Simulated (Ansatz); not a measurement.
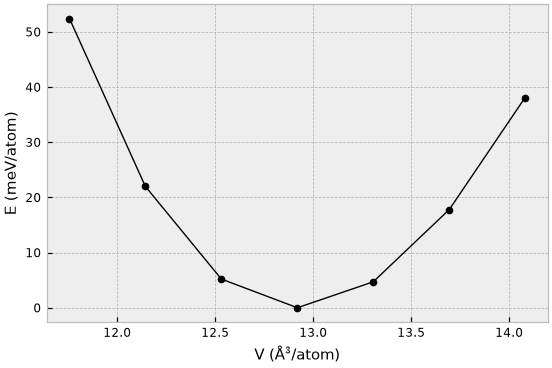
*BAs in space group P6_222 (No. 180; B on 3d, As on 3c) under volume change, PBE in the plane-wave PAW code Ansatz, shape and atoms relaxed at each volume.*

Question: What does a third-order Birch–Murnaghan fit give for V₀, B₀ and B′?

Answer: V₀ = 12.92 Å³/atom, B₀ = 136 GPa, B′ = 4.3.

The cell is a constructed one: a structure type filled with these elements; neither database checked (COD, Materials Project) lists it. It is not the phase usual at ambient conditions (space group No. 216). The PBE relaxation kept the symmetry of its start; its stability against distortions is not shown here.

Potentials: the later of the program's two PAW sets.
